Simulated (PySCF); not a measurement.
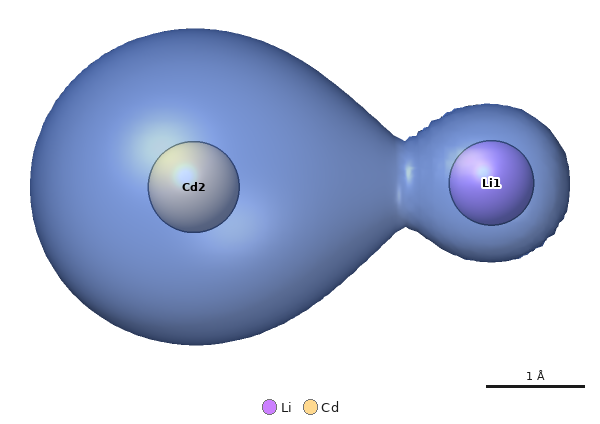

The picture shows: LiCd (doublet). Isosurface of the electron density at 0.05 e/Å³ (blue), seen from one side.

Core potentials replace the inner electrons of Cd.

Method: PBE0/def2-TZVP, non-relativistic Hamiltonian with scalar-relativistic core potentials where named, at a bond length of 3.068 Å in PySCF 2.14.0.

```yaml
atoms:
  - { symbol: Li, position_ang: [0.0000, 0.0000, -2.8900] }
  - { symbol: Cd, position_ang: [0.0000, 0.0000, 0.1780] }
```

### How is the density connected at this value?

At this value the surface is in one piece. It bridges the sampled Li–Cd (3.07 Å) contact, where the density stays above the isovalue. On the grid the lowest density along these lines, outside the cores, is 0.06 e/Å³ (Li–Cd, 3.07 Å).
